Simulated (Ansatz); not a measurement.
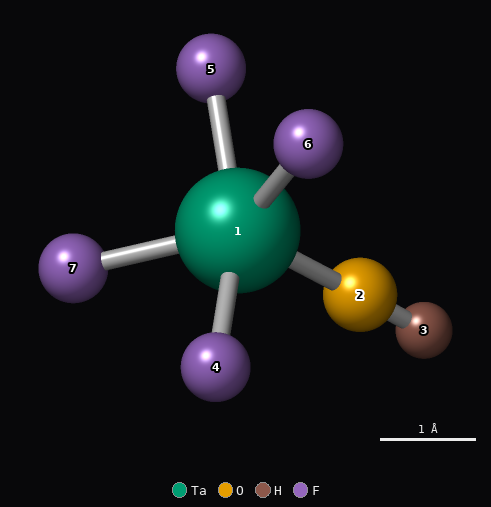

The starting structure (ball-and-stick view, seen at a tilt; atoms are numbered from 1 in the order of the input). Sticks mark near contacts.

# TaHOF4: molecular dynamics (part 1 of 5)

System: TaHOF4.
Method: RKS CAM-B3LYP-D4/def2-SVP (Ansatz 0.2.0).

It belongs to a series of runs on one base structure; here: dynamics from the start. Figures and captions count atoms from 1; the log counts them from 0 in places.

**Output**
```
Engine: ansatz 0.2.0, aarch64-unknown-linux-gnu
Functional definition: CAM-B3LYP
  parameter alpha = 0.19
  parameter beta = 0.46
  parameter omega = 0.33/bohr
  parameter ac = 0.81
  exchange = (1 - alpha - beta)*b88_x + beta*b88_x_sr(omega) + alpha*exact_x + beta*exact_x_lr(omega)
  correlation = (1 - ac)*vwn5_c + ac*lyp_c
1101 factors; integrals over basis functions are off by at most 4.0e-4 eV
272 factors; integrals over basis functions are off by at most 4.0e-6 eV
mean field evaluation 1: about -14465.4288 eV, gradient 8.2e1 eV
mean field evaluation 2: about -14439.2676 eV, gradient 1.5e2 eV
mean field evaluation 4: about -14477.0362 eV, gradient 2.3e0 eV
mean field evaluation 8: about -14477.1042 eV, gradient 3.3e-2 eV
mean field evaluation 16: about -14477.1042 eV, gradient 1.3e-5 eV
mean field -14477.10423391 eV, -532.0237676623 hartree, gradient 1.3e-5 eV, S^2 0.000000; 0 other end points of the search recorded, 0 dependent functions left out
the calculation of the forces begins
reference -14477.10437951 eV, -532.0237730130 hartree; 29, 29 occupied and 78, 78 virtual orbitals, 1101 factors
md step     0: t =     0.00 fs  T =   171.4 K (target 200.0 K)  F+E_penalty+E_count = -14477.20563268 eV  E_kin = 0.155112 eV  (29 SCF iters)
these checks for a lower state are left out or cut short: starts, cluster_reference, orbital_swaps, neighbouring_geometries, increment
1101 factors; integrals over basis functions are off by at most 4.0e-4 eV
272 factors; integrals over basis functions are off by at most 4.0e-6 eV
mean field -14477.10293108 eV, -532.0237197844 hartree, gradient 7.4e-6 eV, S^2 0.000000; 0 other end points of the search recorded, 0 dependent functions left out
the calculation of the forces begins
reference -14477.10307668 eV, -532.0237251351 hartree; 29, 29 occupied and 78, 78 virtual orbitals, 1101 factors
md step     1: t =     0.50 fs  T =   185.2 K (target 200.0 K)  F+E_penalty+E_count = -14477.20435253 eV  E_kin = 0.167542 eV  (33 SCF iters)
[... from here on the SCF iterations and repeated set-up lines of each step are left out, up to the last step ...]
md step     2: t =     1.00 fs  T =   196.7 K (target 200.0 K)  F+E_penalty+E_count = -14477.20144863 eV  E_kin = 0.177947 eV  (33 SCF iters)
md step     3: t =     1.50 fs  T =   172.6 K (target 200.0 K)  F+E_penalty+E_count = -14477.19832765 eV  E_kin = 0.156203 eV  (33 SCF iters)
md step     4: t =     2.00 fs  T =   161.4 K (target 200.0 K)  F+E_penalty+E_count = -14477.19665013 eV  E_kin = 0.146044 eV  (33 SCF iters)
md step     5: t =     2.50 fs  T =   130.5 K (target 200.0 K)  F+E_penalty+E_count = -14477.19533346 eV  E_kin = 0.118062 eV  (33 SCF iters)
md step     6: t =     3.00 fs  T =   130.4 K (target 200.0 K)  F+E_penalty+E_count = -14477.19275558 eV  E_kin = 0.117961 eV  (33 SCF iters)
md step     7: t =     3.50 fs  T =   148.2 K (target 200.0 K)  F+E_penalty+E_count = -14477.18724491 eV  E_kin = 0.134093 eV  (34 SCF iters)
md step     8: t =     4.00 fs  T =   126.0 K (target 200.0 K)  F+E_penalty+E_count = -14477.17913156 eV  E_kin = 0.114021 eV  (33 SCF iters)
md step     9: t =     4.50 fs  T =   128.2 K (target 200.0 K)  F+E_penalty+E_count = -14477.17171860 eV  E_kin = 0.116010 eV  (33 SCF iters)
md step    10: t =     5.00 fs  T =   106.0 K (target 200.0 K)  F+E_penalty+E_count = -14477.16676837 eV  E_kin = 0.095933 eV  (34 SCF iters)
md step    11: t =     5.50 fs  T =    93.7 K (target 200.0 K)  F+E_penalty+E_count = -14477.16602761 eV  E_kin = 0.084749 eV  (34 SCF iters)
md step    12: t =     6.00 fs  T =    91.2 K (target 200.0 K)  F+E_penalty+E_count = -14477.16868226 eV  E_kin = 0.082556 eV  (33 SCF iters)
md step    13: t =     6.50 fs  T =    97.6 K (target 200.0 K)  F+E_penalty+E_count = -14477.17136814 eV  E_kin = 0.088311 eV  (33 SCF iters)
md step    14: t =     7.00 fs  T =    84.2 K (target 200.0 K)  F+E_penalty+E_count = -14477.17147386 eV  E_kin = 0.076153 eV  (33 SCF iters)
md step    15: t =     7.50 fs  T =   106.0 K (target 200.0 K)  F+E_penalty+E_count = -14477.16976953 eV  E_kin = 0.095913 eV  (34 SCF iters)
md step    16: t =     8.00 fs  T =   118.0 K (target 200.0 K)  F+E_penalty+E_count = -14477.16578327 eV  E_kin = 0.106736 eV  (33 SCF iters)
md step    17: t =     8.50 fs  T =    96.7 K (target 200.0 K)  F+E_penalty+E_count = -14477.16053291 eV  E_kin = 0.087495 eV  (28 SCF iters)
md step    18: t =     9.00 fs  T =   110.6 K (target 200.0 K)  F+E_penalty+E_count = -14477.15608374 eV  E_kin = 0.100037 eV  (33 SCF iters)
md step    19: t =     9.50 fs  T =   103.2 K (target 200.0 K)  F+E_penalty+E_count = -14477.15260935 eV  E_kin = 0.093337 eV  (33 SCF iters)
md step    20: t =    10.00 fs  T =   115.9 K (target 200.0 K)  F+E_penalty+E_count = -14477.15115963 eV  E_kin = 0.104910 eV  (32 SCF iters)
md step    21: t =    10.50 fs  T =   100.4 K (target 200.0 K)  F+E_penalty+E_count = -14477.15254840 eV  E_kin = 0.090868 eV  (33 SCF iters)
md step    22: t =    11.00 fs  T =    91.9 K (target 200.0 K)  F+E_penalty+E_count = -14477.15672061 eV  E_kin = 0.083159 eV  (33 SCF iters)
md step    23: t =    11.50 fs  T =    98.9 K (target 200.0 K)  F+E_penalty+E_count = -14477.16251420 eV  E_kin = 0.089505 eV  (33 SCF iters)
md step    24: t =    12.00 fs  T =   109.6 K (target 200.0 K)  F+E_penalty+E_count = -14477.16741756 eV  E_kin = 0.099172 eV  (34 SCF iters)
md step    25: t =    12.50 fs  T =   113.9 K (target 200.0 K)  F+E_penalty+E_count = -14477.16879182 eV  E_kin = 0.103075 eV  (34 SCF iters)
md step    26: t =    13.00 fs  T =   120.6 K (target 200.0 K)  F+E_penalty+E_count = -14477.16774097 eV  E_kin = 0.109086 eV  (33 SCF iters)
md step    27: t =    13.50 fs  T =   156.7 K (target 200.0 K)  F+E_penalty+E_count = -14477.16552988 eV  E_kin = 0.141778 eV  (34 SCF iters)
md step    28: t =    14.00 fs  T =   170.4 K (target 200.0 K)  F+E_penalty+E_count = -14477.16426961 eV  E_kin = 0.154137 eV  (33 SCF iters)
md step    29: t =    14.50 fs  T =   196.5 K (target 200.0 K)  F+E_penalty+E_count = -14477.16641362 eV  E_kin = 0.177840 eV  (33 SCF iters)
md step    30: t =    15.00 fs  T =   190.4 K (target 200.0 K)  F+E_penalty+E_count = -14477.17058903 eV  E_kin = 0.172302 eV  (32 SCF iters)
md step    31: t =    15.50 fs  T =   199.9 K (target 200.0 K)  F+E_penalty+E_count = -14477.17473226 eV  E_kin = 0.180851 eV  (32 SCF iters)
md step    32: t =    16.00 fs  T =   214.5 K (target 200.0 K)  F+E_penalty+E_count = -14477.17897827 eV  E_kin = 0.194086 eV  (32 SCF iters)
md step    33: t =    16.50 fs  T =   219.3 K (target 200.0 K)  F+E_penalty+E_count = -14477.18179955 eV  E_kin = 0.198467 eV  (33 SCF iters)
md step    34: t =    17.00 fs  T =   196.4 K (target 200.0 K)  F+E_penalty+E_count = -14477.17987171 eV  E_kin = 0.177664 eV  (30 SCF iters)
md step    35: t =    17.50 fs  T =   213.4 K (target 200.0 K)  F+E_penalty+E_count = -14477.17471282 eV  E_kin = 0.193068 eV  (34 SCF iters)
md step    36: t =    18.00 fs  T =   197.5 K (target 200.0 K)  F+E_penalty+E_count = -14477.16892291 eV  E_kin = 0.178701 eV  (32 SCF iters)
md step    37: t =    18.50 fs  T =   206.4 K (target 200.0 K)  F+E_penalty+E_count = -14477.16516431 eV  E_kin = 0.186749 eV  (32 SCF iters)
md step    38: t =    19.00 fs  T =   190.1 K (target 199.2 K)  F+E_penalty+E_count = -14477.16488511 eV  E_kin = 0.171976 eV  (32 SCF iters)
md step    39: t =    19.50 fs  T =   188.7 K (target 197.5 K)  F+E_penalty+E_count = -14477.16992858 eV  E_kin = 0.170761 eV  (34 SCF iters)
md step    40: t =    20.00 fs  T =   183.4 K (target 195.8 K)  F+E_penalty+E_count = -14477.17702262 eV  E_kin = 0.165938 eV  (34 SCF iters)
md step    41: t =    20.50 fs  T =   200.2 K (target 194.1 K)  F+E_penalty+E_count = -14477.18167736 eV  E_kin = 0.181120 eV  (34 SCF iters)
md step    42: t =    21.00 fs  T =   224.4 K (target 192.4 K)  F+E_penalty+E_count = -14477.18017749 eV  E_kin = 0.203045 eV  (33 SCF iters)
md step    43: t =    21.50 fs  T =   222.7 K (target 190.8 K)  F+E_penalty+E_count = -14477.17125913 eV  E_kin = 0.201530 eV  (33 SCF iters)
md step    44: t =    22.00 fs  T =   183.4 K (target 189.1 K)  F+E_penalty+E_count = -14477.15987257 eV  E_kin = 0.165949 eV  (34 SCF iters)
md step    45: t =    22.50 fs  T =   188.1 K (target 187.4 K)  F+E_penalty+E_count = -14477.15122112 eV  E_kin = 0.170187 eV  (34 SCF iters)
md step    46: t =    23.00 fs  T =   176.1 K (target 185.7 K)  F+E_penalty+E_count = -14477.14797379 eV  E_kin = 0.159335 eV  (34 SCF iters)
md step    47: t =    23.50 fs  T =   160.5 K (target 184.0 K)  F+E_penalty+E_count = -14477.15295848 eV  E_kin = 0.145240 eV  (33 SCF iters)
md step    48: t =    24.00 fs  T =   159.3 K (target 182.3 K)  F+E_penalty+E_count = -14477.16244646 eV  E_kin = 0.144151 eV  (34 SCF iters)
md step    49: t =    24.50 fs  T =   173.5 K (target 180.7 K)  F+E_penalty+E_count = -14477.17111624 eV  E_kin = 0.156950 eV  (33 SCF iters)
md step    50: t =    25.00 fs  T =   156.3 K (target 179.0 K)  F+E_penalty+E_count = -14477.17599475 eV  E_kin = 0.141385 eV  (33 SCF iters)
md step    51: t =    25.50 fs  T =   154.1 K (target 177.3 K)  F+E_penalty+E_count = -14477.17566333 eV  E_kin = 0.139417 eV  (34 SCF iters)
md step    52: t =    26.00 fs  T =   171.3 K (target 175.6 K)  F+E_penalty+E_count = -14477.17192975 eV  E_kin = 0.155023 eV  (31 SCF iters)
md step    53: t =    26.50 fs  T =   148.1 K (target 173.9 K)  F+E_penalty+E_count = -14477.16784862 eV  E_kin = 0.133997 eV  (35 SCF iters)
md step    54: t =    27.00 fs  T =   156.0 K (target 172.3 K)  F+E_penalty+E_count = -14477.16556952 eV  E_kin = 0.141162 eV  (34 SCF iters)
md step    55: t =    27.50 fs  T =   176.8 K (target 170.6 K)  F+E_penalty+E_count = -14477.16533589 eV  E_kin = 0.159992 eV  (34 SCF iters)
md step    56: t =    28.00 fs  T =   167.9 K (target 168.9 K)  F+E_penalty+E_count = -14477.16792997 eV  E_kin = 0.151879 eV  (33 SCF iters)
md step    57: t =    28.50 fs  T =   160.7 K (target 167.2 K)  F+E_penalty+E_count = -14477.17004035 eV  E_kin = 0.145378 eV  (33 SCF iters)
md step    58: t =    29.00 fs  T =   169.9 K (target 165.5 K)  F+E_penalty+E_count = -14477.16991721 eV  E_kin = 0.153731 eV  (33 SCF iters)
md step    59: t =    29.50 fs  T =   161.9 K (target 163.8 K)  F+E_penalty+E_count = -14477.16673486 eV  E_kin = 0.146472 eV  (34 SCF iters)
md step    60: t =    30.00 fs  T =   176.5 K (target 162.2 K)  F+E_penalty+E_count = -14477.16306900 eV  E_kin = 0.159710 eV  (32 SCF iters)
md step    61: t =    30.50 fs  T =   162.0 K (target 160.5 K)  F+E_penalty+E_count = -14477.16127298 eV  E_kin = 0.146564 eV  (32 SCF iters)
md step    62: t =    31.00 fs  T =   131.7 K (target 158.8 K)  F+E_penalty+E_count = -14477.16211917 eV  E_kin = 0.119174 eV  (33 SCF iters)
md step    63: t =    31.50 fs  T =   139.1 K (target 157.1 K)  F+E_penalty+E_count = -14477.16364312 eV  E_kin = 0.125818 eV  (34 SCF iters)
md step    64: t =    32.00 fs  T =   136.4 K (target 155.4 K)  F+E_penalty+E_count = -14477.16425308 eV  E_kin = 0.123402 eV  (34 SCF iters)
md step    65: t =    32.50 fs  T =   115.2 K (target 153.8 K)  F+E_penalty+E_count = -14477.16406495 eV  E_kin = 0.104209 eV  (35 SCF iters)
md step    66: t =    33.00 fs  T =    95.6 K (target 152.1 K)  F+E_penalty+E_count = -14477.16373043 eV  E_kin = 0.086471 eV  (34 SCF iters)
md step    67: t =    33.50 fs  T =   100.4 K (target 150.4 K)  F+E_penalty+E_count = -14477.16320627 eV  E_kin = 0.090867 eV  (34 SCF iters)
md step    68: t =    34.00 fs  T =   107.7 K (target 148.7 K)  F+E_penalty+E_count = -14477.16321956 eV  E_kin = 0.097414 eV  (33 SCF iters)
md step    69: t =    34.50 fs  T =   106.0 K (target 147.0 K)  F+E_penalty+E_count = -14477.16401631 eV  E_kin = 0.095937 eV  (33 SCF iters)
md step    70: t =    35.00 fs  T =   127.1 K (target 145.4 K)  F+E_penalty+E_count = -14477.16465480 eV  E_kin = 0.115018 eV  (33 SCF iters)
md step    71: t =    35.50 fs  T =   119.2 K (target 143.7 K)  F+E_penalty+E_count = -14477.16452459 eV  E_kin = 0.107837 eV  (28 SCF iters)
md step    72: t =    36.00 fs  T =   130.8 K (target 142.0 K)  F+E_penalty+E_count = -14477.16306932 eV  E_kin = 0.118345 eV  (33 SCF iters)
md step    73: t =    36.50 fs  T =   144.3 K (target 140.3 K)  F+E_penalty+E_count = -14477.15983900 eV  E_kin = 0.130536 eV  (33 SCF iters)
md step    74: t =    37.00 fs  T =   124.5 K (target 138.6 K)  F+E_penalty+E_count = -14477.15515543 eV  E_kin = 0.112606 eV  (33 SCF iters)
md step    75: t =    37.50 fs  T =   116.9 K (target 136.9 K)  F+E_penalty+E_count = -14477.15111388 eV  E_kin = 0.105773 eV  (34 SCF iters)
md step    76: t =    38.00 fs  T =   113.6 K (target 135.3 K)  F+E_penalty+E_count = -14477.14888693 eV  E_kin = 0.102807 eV  (34 SCF iters)
md step    77: t =    38.50 fs  T =   111.6 K (target 133.6 K)  F+E_penalty+E_count = -14477.14890659 eV  E_kin = 0.100959 eV  (33 SCF iters)
md step    78: t =    39.00 fs  T =   117.7 K (target 131.9 K)  F+E_penalty+E_count = -14477.14955099 eV  E_kin = 0.106527 eV  (33 SCF iters)
md step    79: t =    39.50 fs  T =   120.1 K (target 130.2 K)  F+E_penalty+E_count = -14477.14928265 eV  E_kin = 0.108699 eV  (33 SCF iters)
md step    80: t =    40.00 fs  T =   133.4 K (target 128.5 K)  F+E_penalty+E_count = -14477.14616617 eV  E_kin = 0.120725 eV  (33 SCF iters)
md step    81: t =    40.50 fs  T =   120.9 K (target 126.9 K)  F+E_penalty+E_count = -14477.14186056 eV  E_kin = 0.109349 eV  (33 SCF iters)
md step    82: t =    41.00 fs  T =   108.9 K (target 125.2 K)  F+E_penalty+E_count = -14477.13880993 eV  E_kin = 0.098557 eV  (33 SCF iters)
md step    83: t =    41.50 fs  T =   106.6 K (target 123.5 K)  F+E_penalty+E_count = -14477.13666024 eV  E_kin = 0.096444 eV  (34 SCF iters)
md step    84: t =    42.00 fs  T =   102.4 K (target 121.8 K)  F+E_penalty+E_count = -14477.13582607 eV  E_kin = 0.092625 eV  (34 SCF iters)
md step    85: t =    42.50 fs  T =    86.2 K (target 120.1 K)  F+E_penalty+E_count = -14477.13638345 eV  E_kin = 0.078012 eV  (35 SCF iters)
md step    86: t =    43.00 fs  T =    86.1 K (target 118.5 K)  F+E_penalty+E_count = -14477.13828607 eV  E_kin = 0.077885 eV  (35 SCF iters)
md step    87: t =    43.50 fs  T =    94.8 K (target 116.8 K)  F+E_penalty+E_count = -14477.13913867 eV  E_kin = 0.085769 eV  (34 SCF iters)
md step    88: t =    44.00 fs  T =    96.7 K (target 115.1 K)  F+E_penalty+E_count = -14477.13843374 eV  E_kin = 0.087489 eV  (29 SCF iters)
md step    89: t =    44.50 fs  T =   112.9 K (target 113.4 K)  F+E_penalty+E_count = -14477.13693858 eV  E_kin = 0.102117 eV  (35 SCF iters)
md step    90: t =    45.00 fs  T =    95.3 K (target 111.7 K)  F+E_penalty+E_count = -14477.13462844 eV  E_kin = 0.086190 eV  (35 SCF iters)
md step    91: t =    45.50 fs  T =   104.2 K (target 110.0 K)  F+E_penalty+E_count = -14477.13400336 eV  E_kin = 0.094287 eV  (35 SCF iters)
md step    92: t =    46.00 fs  T =   127.1 K (target 108.4 K)  F+E_penalty+E_count = -14477.13720734 eV  E_kin = 0.114978 eV  (34 SCF iters)
md step    93: t =    46.50 fs  T =   127.3 K (target 106.7 K)  F+E_penalty+E_count = -14477.14260672 eV  E_kin = 0.115170 eV  (34 SCF iters)
md step    94: t =    47.00 fs  T =   128.9 K (target 105.0 K)  F+E_penalty+E_count = -14477.14863523 eV  E_kin = 0.116593 eV  (35 SCF iters)
md step    95: t =    47.50 fs  T =   125.2 K (target 103.3 K)  F+E_penalty+E_count = -14477.15261944 eV  E_kin = 0.113300 eV  (35 SCF iters)
md step    96: t =    48.00 fs  T =   154.4 K (target 101.6 K)  F+E_penalty+E_count = -14477.15366148 eV  E_kin = 0.139704 eV  (34 SCF iters)
md step    97: t =    48.50 fs  T =   157.9 K (target 100.0 K)  F+E_penalty+E_count = -14477.15280963 eV  E_kin = 0.142883 eV  (35 SCF iters)
md step    98: t =    49.00 fs  T =   151.9 K (target 98.3 K)  F+E_penalty+E_count = -14477.15245634 eV  E_kin = 0.137420 eV  (33 SCF iters)
md step    99: t =    49.50 fs  T =   161.5 K (target 96.6 K)  F+E_penalty+E_count = -14477.15457977 eV  E_kin = 0.146129 eV  (33 SCF iters)
md step   100: t =    50.00 fs  T =   195.2 K (target 94.9 K)  F+E_penalty+E_count = -14477.15928079 eV  E_kin = 0.176655 eV  (34 SCF iters)
md step   101: t =    50.50 fs  T =   178.3 K (target 93.2 K)  F+E_penalty+E_count = -14477.16483006 eV  E_kin = 0.161290 eV  (35 SCF iters)
md step   102: t =    51.00 fs  T =   173.8 K (target 91.5 K)  F+E_penalty+E_count = -14477.16814765 eV  E_kin = 0.157300 eV  (35 SCF iters)
md step   103: t =    51.50 fs  T =   174.1 K (target 89.9 K)  F+E_penalty+E_count = -14477.16813968 eV  E_kin = 0.157526 eV  (35 SCF iters)
md step   104: t =    52.00 fs  T =   158.1 K (target 88.2 K)  F+E_penalty+E_count = -14477.16654204 eV  E_kin = 0.143068 eV  (35 SCF iters)
md step   105: t =    52.50 fs  T =   150.6 K (target 86.5 K)  F+E_penalty+E_count = -14477.16471108 eV  E_kin = 0.136233 eV  (30 SCF iters)
md step   106: t =    53.00 fs  T =   140.5 K (target 84.8 K)  F+E_penalty+E_count = -14477.16323058 eV  E_kin = 0.127162 eV  (35 SCF iters)
md step   107: t =    53.50 fs  T =   139.2 K (target 83.1 K)  F+E_penalty+E_count = -14477.16372411 eV  E_kin = 0.125970 eV  (33 SCF iters)
md step   108: t =    54.00 fs  T =   125.1 K (target 81.5 K)  F+E_penalty+E_count = -14477.16575554 eV  E_kin = 0.113205 eV  (34 SCF iters)
md step   109: t =    54.50 fs  T =   132.4 K (target 79.8 K)  F+E_penalty+E_count = -14477.16793074 eV  E_kin = 0.119820 eV  (34 SCF iters)
md step   110: t =    55.00 fs  T =   137.2 K (target 78.1 K)  F+E_penalty+E_count = -14477.17008326 eV  E_kin = 0.124128 eV  (34 SCF iters)
md step   111: t =    55.50 fs  T =   137.3 K (target 76.4 K)  F+E_penalty+E_count = -14477.17091666 eV  E_kin = 0.124215 eV  (33 SCF iters)
md step   112: t =    56.00 fs  T =   136.7 K (target 74.7 K)  F+E_penalty+E_count = -14477.16982664 eV  E_kin = 0.123654 eV  (34 SCF iters)
md step   113: t =    56.50 fs  T =   120.2 K (target 73.1 K)  F+E_penalty+E_count = -14477.16717521 eV  E_kin = 0.108725 eV  (33 SCF iters)
md step   114: t =    57.00 fs  T =   115.5 K (target 71.4 K)  F+E_penalty+E_count = -14477.16410168 eV  E_kin = 0.104494 eV  (33 SCF iters)
```
